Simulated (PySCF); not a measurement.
# Single-point calculation of TiH₃ (charge +1)

The run: single-point calculation of TiH₃, charge +1. Method and program: RHF/6-31g*, stability (PySCF 2.14.0).

Some settings of this run were made unusual or wrong on purpose.

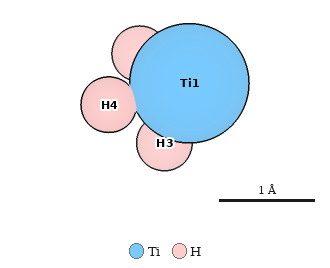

*The structure as given in the input (ball-and-stick view, seen at a tilt; atoms are numbered from 1 in the order of the input). Sticks mark near contacts.*

### Input file
```python
from pyscf import gto, scf

mol = gto.M(
    atom='Ti 0 0 -0.0762; H 1.0659 0 1.2094; H -0.5329 0.9231 1.2094; H -0.5329 -0.9231 1.2094',
    basis='6-31g*',
    charge=1,
    spin=0,
    unit='bohr',
    verbose=4,
)
mf = scf.RHF(mol)
mf = mf.density_fit(auxbasis='def2-universal-jkfit')
mf.kernel()
mf.stability(internal=True, external=True)
mf.dip_moment()
print('orbital energies (hartree):', mf.mo_energy[..., max(0, mol.nelec[1]-3):mol.nelec[0]+3].round(4))
```

Command:
```bash
python input.py
```

### The program's output
```
PySCF version 2.14.0

[INPUT] verbose = 4
[INPUT] num. atoms = 4
[INPUT] num. electrons = 24
[INPUT] charge = 1
[INPUT] spin (= nelec alpha-beta = 2S) = 0
[INPUT] symmetry False subgroup None
[INPUT] Mole.unit = bohr
[INPUT] Symbol           X                Y                Z      unit          X                Y                Z       unit  Magmom
[INPUT]  1 Ti     0.000000000000   0.000000000000  -0.040323303472 AA    0.000000000000   0.000000000000  -0.076200000000 Bohr   0.0
[INPUT]  2 H      0.564049989120   0.000000000000   0.639986918887 AA    1.065900000000   0.000000000000   1.209400000000 Bohr   0.0
[INPUT]  3 H     -0.281998535699   0.488483483400   0.639986918887 AA   -0.532900000000   0.923100000000   1.209400000000 Bohr   0.0
[INPUT]  4 H     -0.281998535699  -0.488483483400   0.639986918887 AA   -0.532900000000  -0.923100000000   1.209400000000 Bohr   0.0

nuclear repulsion = 41.1460949292086
number of shells = 18
number of NR pGTOs = 109
number of NR cGTOs = 40
basis = 6-31g*
ecp = {}

******** <class 'pyscf.df.df_jk.DFRHF'> ********
method = DFRHF
initial guess = minao
damping factor = 0
level_shift factor = 0
DIIS = <class 'pyscf.scf.diis.CDIIS'>
diis_start_cycle = 1
diis_space = 8
diis_damp = 0
SCF conv_tol = 1e-09
SCF conv_tol_grad = None
SCF max_cycles = 50
direct_scf = False
Set gradient conv threshold to 3.16228e-05
Initial guess from minao.
******** <class 'pyscf.df.df.DF'> ********
auxbasis = def2-universal-jkfit
init E= -851.309074105251
  HOMO = -0.391185544526499  LUMO = -0.195047743248105  gap/eV = 5.33718
cycle= 1 E= -848.31175969861  delta_E=    3  |g|= 0.375  |ddm|= 2.35
  HOMO = -0.662450447844241  LUMO = -0.224146327131776  gap/eV = 11.92686
cycle= 2 E= -848.366138745431  delta_E= -0.0544  |g|= 0.193  |ddm|= 0.886
  HOMO = -0.631573207854148  LUMO = -0.17348510956424  gap/eV = 12.46521
cycle= 3 E= -848.375728925762  delta_E= -0.00959  |g|= 0.0592  |ddm|= 0.28
  HOMO = -0.631363269220429  LUMO = -0.170131244610326  gap/eV = 12.55076
cycle= 4 E= -848.380189399908  delta_E= -0.00446  |g|= 0.0372  |ddm|= 0.143
  HOMO = -0.630166467429256  LUMO = -0.170005286947555  gap/eV = 12.52162
cycle= 5 E= -848.382475810421  delta_E= -0.00229  |g|= 0.0178  |ddm|= 0.132
  HOMO = -0.62847926528576  LUMO = -0.169615616710185  gap/eV = 12.48632
cycle= 6 E= -848.383107175978  delta_E= -0.000631  |g|= 0.00679  |ddm|= 0.0859
  HOMO = -0.628265239987288  LUMO = -0.169823442544132  gap/eV = 12.47484
cycle= 7 E= -848.383181558654  delta_E= -7.44e-05  |g|= 0.00142  |ddm|= 0.0327
  HOMO = -0.628216120679246  LUMO = -0.169838705702816  gap/eV = 12.47308
cycle= 8 E= -848.383184459889  delta_E= -2.9e-06  |g|= 0.000248  |ddm|= 0.006
  HOMO = -0.628254206709644  LUMO = -0.169791702755875  gap/eV = 12.47540
cycle= 9 E= -848.383184516432  delta_E= -5.65e-08  |g|= 6.78e-05  |ddm|= 0.000757
  HOMO = -0.628250200263719  LUMO = -0.169801772973547  gap/eV = 12.47502
cycle= 10 E= -848.383184522366  delta_E= -5.93e-09  |g|= 3.43e-05  |ddm|= 0.000181
  HOMO = -0.628255166031567  LUMO = -0.169800092700085  gap/eV = 12.47520
cycle= 11 E= -848.383184523805  delta_E= -1.44e-09  |g|= 9.61e-06  |ddm|= 0.000108
  HOMO = -0.628254588569865  LUMO = -0.169801097632017  gap/eV = 12.47515
cycle= 12 E= -848.383184523944  delta_E= -1.39e-10  |g|= 3.08e-06  |ddm|= 3.83e-05
  HOMO = -0.62825514306629  LUMO = -0.169801033754514  gap/eV = 12.47517
```

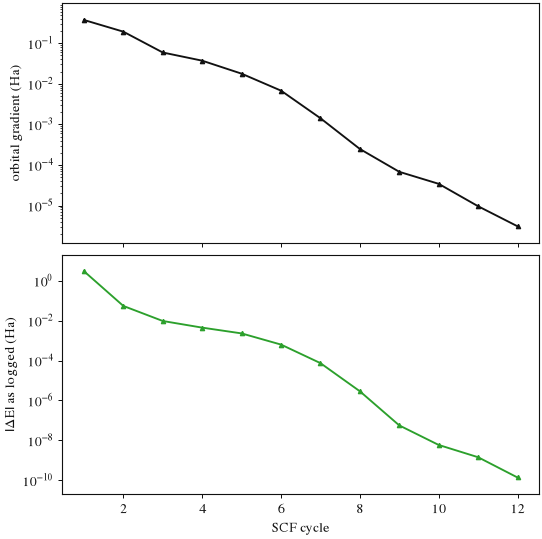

*Convergence of the self-consistent field: orbital gradient and size of the energy change against the SCF cycle.*

The residual falls at every step.

```
Extra cycle  E= -848.383184523947  delta_E= -3.41e-12  |g|= 1.27e-06  |ddm|= 5.96e-06
converged SCF energy = -848.383184523947
rhf_internal: lowest eigs of H = [0.57489243 0.62073538 0.62076063]
<class 'pyscf.df.df_jk.DFRHF'> wavefunction is stable in the internal stability analysis
rhf_real2complex: lowest eigs of H = [0.11691361 0.12968654 0.12970516]
<class 'pyscf.df.df_jk.DFRHF'> wavefunction is stable in the real -> complex stability analysis
rhf_external: lowest eigs of H = [0.01527946 0.09420397 0.09422107]
<class 'pyscf.df.df_jk.DFRHF'> wavefunction is stable in the RHF/RKS -> UHF/UKS stability analysis

WARN: System has nonzero charge 1; the dipole moment is origin-dependent.
Location of origin: [0. 0. 0.]

Dipole moment(X, Y, Z, Debye): -0.00005,  0.00000, -1.96924
orbital energies (hartree): [-0.8106 -0.8105 -0.6283 -0.1698 -0.1314 -0.1314]
```

### What the run reported

```tsv
quantity	value
outcome	converged
SCF energy	−848.383185 hartree
stability analysis	internal: stable; real -> complex: stable; RHF/RKS -> UHF/UKS: stable
hardware	1 CPU thread, shared host
wall time	3.3 s
```

### What went wrong

Some settings of this run were drawn to be unusual or wrong. It converged; results that depend on the unusual settings are not reference values.
